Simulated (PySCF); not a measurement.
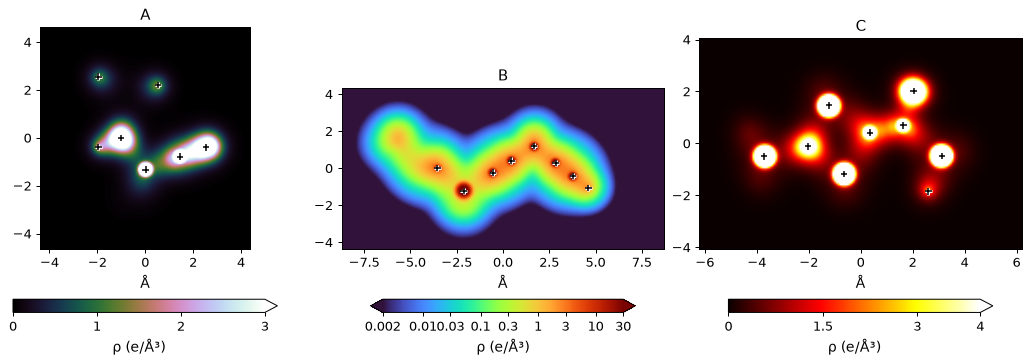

The electron density of 3 systems, each on a plane through atoms (crosses mark nuclei in the plane).

Theory: PBE0/pcSseg-1, SCF density, gas phase, non-relativistic in PySCF 2.14.0.

System 1: C7H9BSi, the plane of atoms C6, C7 and C8. Geometry: GFN2-xTB.

```xyz
18

B     4.3402   -1.0500   -0.3446
C     3.2120   -0.0848    0.0639
C     2.1718    0.2366   -0.7231
Si    0.7702    1.4178   -0.2715
C    -0.7958    0.4396   -0.3224
C    -1.8075   -0.2140   -0.3523
C    -3.0389   -0.9861   -0.3823
C    -4.1912   -0.1201   -0.2007
C    -5.1300    0.6047   -0.0467
H     4.3099   -1.5681   -1.3940
H     5.2293   -1.2675    0.3850
H     3.2380    0.3818    1.0453
H     2.1292   -0.2206   -1.7065
H     0.6918    2.4921   -1.2709
H     0.9594    1.9515    1.0819
H    -3.0177   -1.7344    0.4185
H    -3.1207   -1.5048   -1.3444
H    -5.9588    1.2327    0.0885
```

System 2: C4H9BClN3, the plane of atoms C2, B3 and N6. Geometry: GFN2-xTB.

```xyz
18

N    -1.2051    2.8132    0.2446
C    -1.3693    1.6784    0.2779
B    -1.6289    0.1528    0.3402
N    -2.1843   -0.4428   -0.8663
Cl   -2.5040   -0.2830    1.9793
N    -0.1559   -0.5914    0.6348
C     0.8399   -0.3827   -0.4002
C     1.7994    0.7521   -0.2478
C     2.2811   -0.6627   -0.1031
H    -2.6866    0.1562   -1.4995
H    -2.6661   -1.3235   -0.7799
H     0.1738   -0.2486    1.5366
H    -0.3722   -1.5823    0.7425
H     0.4376   -0.6061   -1.3791
H     2.0754    1.3082   -1.1284
H     1.7220    1.3654    0.6366
H     2.8948   -1.0823   -0.8842
H     2.5395   -1.0145    0.8845
```

System 3: C2H10FNSi4, the plane of atoms C2, Si3 and H9. Geometry: GFN2-xTB.

```xyz
18

F    -2.3412   -1.9362   -1.2483
C    -1.9869   -0.7621   -0.6167
Si   -3.5025    0.1994   -0.0190
C    -0.7030   -0.4688   -0.5103
Si    0.9085   -1.3125   -1.0421
N     1.6589    0.0948   -0.2830
Si    3.3273    0.5322   -0.1779
Si    0.2402    0.9817    0.2457
H    -3.0219    1.4373    0.5933
H    -4.3636    0.4701   -1.1723
H    -4.2298   -0.6258    0.9482
H     1.2616   -2.5575   -0.3615
H     1.1707   -1.3901   -2.4788
H     4.1055   -0.7057   -0.2287
H     3.5161    1.2404    1.0898
H     3.6925    1.4074   -1.2993
H     0.1691    1.1229    1.7009
H     0.0896    2.2788   -0.4165
```

Which map belongs to which system?

Answer. Panel A is system 2, C4H9BClN3: the plane holds N, C, B and H. C–N (1.15 Å): ρ is about 3.6 e/Å³ halfway. Panel B is system 1, C7H9BSi: the plane holds C, Si and H. C–C (1.20 Å): the density is about 2.7 e/Å³ at the midpoint. Panel C is system 3, C2H10FNSi4: the plane holds F, C, Si, N and H. C–C (1.32 Å): ρ is about 2.3 e/Å³ halfway.
